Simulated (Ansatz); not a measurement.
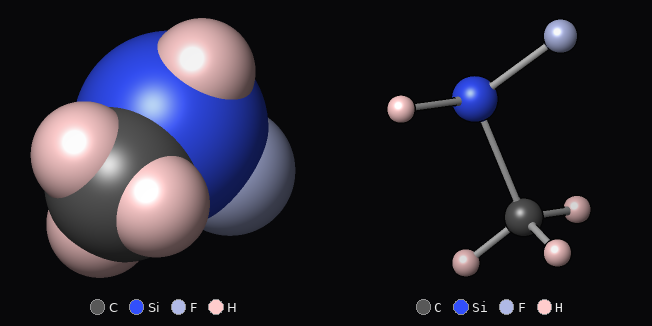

Two views of one molecule.

The species is neutral and a spin doublet.

Describe the molecule.

It has 7 atoms: 1 carbon, 4 hydrogen, 1 fluorine and 1 silicon (CH4FSi). The point group is C1. It is an open-shell species. Coordination: 1 C tetrahedral; 1 Si trigonal pyramidal.

The parts below concern this one geometry. Atoms keep their numbers from picture to picture. The geometry was computed by an optimisation with PBE0-D4/def2-TZVP. No frequency run is at hand to confirm it as a minimum.

Electronic properties

No frequency run is at hand to confirm it as a minimum. Level of theory: UKS PBE0-D4/def2-TZVPP (Ansatz 0.2.0).

> Give the ⟨S²⟩ of the determinant at this level.

0.752.

> Estimate the dispersion correction.

−8.1 kJ/mol.

> Estimate the HOMO energy (Kohn–Sham orbital).

−6.08 eV.

Charges

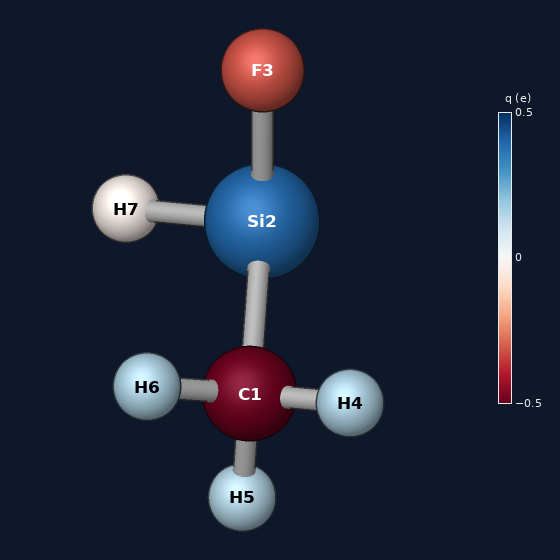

Atoms are coloured by their Mulliken charges. No frequency run is at hand to confirm it as a minimum. Level of theory: UKS PBE0-D4/def2-TZVP (Ansatz 0.2.0).

> Which atom carries the highest charge (most positive or least negative)?

Si2 (0.39 e).

> And the lowest?

C1 (−0.49 e).

List the Mulliken charges.

```json
{"atom": "C1", "value (e)": "−0.49"}
{"atom": "Si2", "value (e)": "0.39"}
{"atom": "F3", "value (e)": "−0.31"}
{"atom": "H4", "value (e)": "0.15"}
{"atom": "H5", "value (e)": "0.14"}
{"atom": "H6", "value (e)": "0.15"}
{"atom": "H7", "value (e)": "−0.03"}
```

Dipole moment

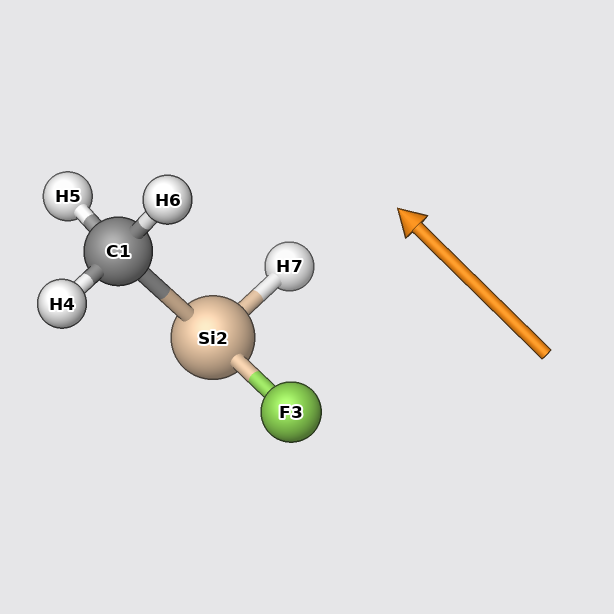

The arrow beside the molecule shows the direction of the dipole moment, from the negative to the positive end (its length means nothing). No frequency run is at hand to confirm it as a minimum. Properties computed with UKS PBE0-D4/def2-TZVP (Ansatz 0.2.0).

> Estimate the dipole moment.

1.76 D; it points from the side of F3 to the side of H5 (the outermost atoms at the two ends).

Mulliken values depend strongly on the basis set and can even reverse the polarity of a bond.
